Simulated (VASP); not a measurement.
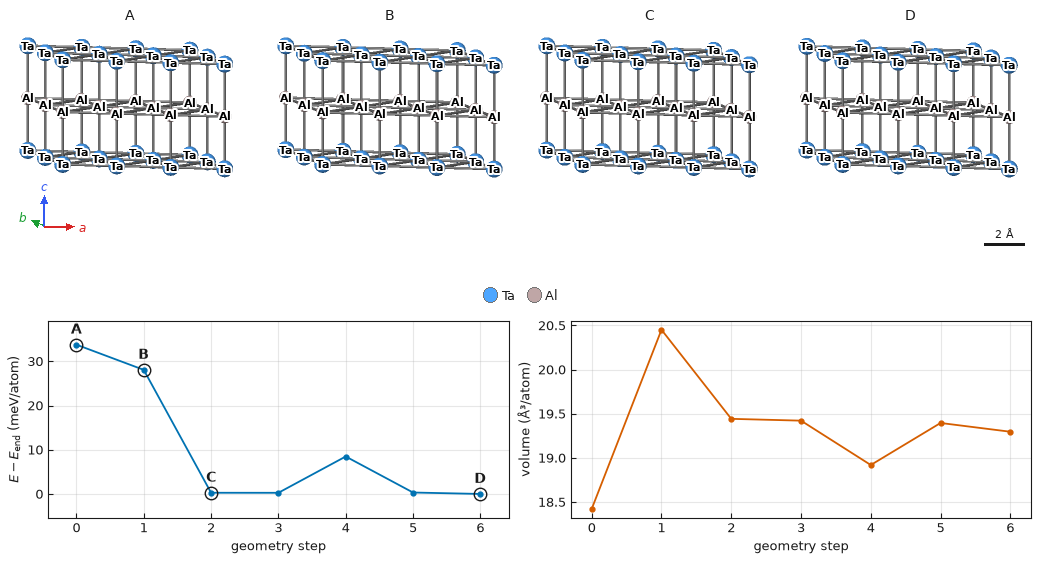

Frames of a relaxation of solid TaAl (a generated structure, set up in P6/mmm), marked on the history of the run. A ball-and-stick model of the cell of the calculation, repeated 3 × 2 × 1 with one cell outlined, seen from a free direction.

The run lets cell and atoms move.

Computed with Kohn-Sham DFT of a periodic cell, PBE, VASP PAW PBE potentials, recommended in VASP 6.6.1.

The input:
```
SYSTEM = TaAl
PREC     = Normal         ! precision mode
ENCUT    = 520            ! plane-wave cutoff, eV
EDIFF    = 1E-4           ! SCF threshold, eV
ISMEAR   = 0              ! smearing method
SIGMA    = 0.15           ! smearing width, eV
LREAL    = .False.        ! projectors in reciprocal space
LASPH    = .True.         ! aspherical terms in the spheres
NELM     = 60             ! most SCF steps
ALGO     = Fast           ! electronic algorithm
ISIF     = 3              ! what is computed and relaxed
LWAVE    = .False.        ! write WAVECAR
LCHARG   = .False.        ! write CHGCAR
GGA      = PE             ! functional
IBRION   = 2              ! ionic algorithm
NSW      = 24             ! ionic steps
EDIFFG   = -0.08          ! ionic threshold
```

Command:
```bash
cat potpaw_PBE.64/Ta_pv/POTCAR potpaw_PBE.64/Al/POTCAR > POTCAR
mpirun -np 1 vasp_std > vasp.out
```

Describe the path.

The energy falls by 33.8 meV per atom in 6 geometry steps. All forces vanish by symmetry, so only the cell relaxes. The pressure goes from 6.47 to 0.37 GPa. No atom moves by more than 0.005 Å relative to the cell. The volume changes by +4.7 %, with a = b 2.811 → 2.890 Å (+2.8 %), c 5.385 → 5.335 Å (−0.9 %). Some distances before and after: Al–Al 2.811 → 2.890 Å, Ta–Ta 2.811 → 2.890 Å, Al–Ta 2.692 → 2.668 Å. The space group stays P6/mmm (No. 191). It ran on 1 thread of AMD EPYC 9R14 (Zen 4), with other jobs on the host. From step 0 to 1: volume +11.0 %, energy −5.7 meV per atom. From step 1 to 2: volume −4.9 %, energy −27.8 meV per atom. From step 2 to 6: volume −0.8 %, energy −0.3 meV per atom.
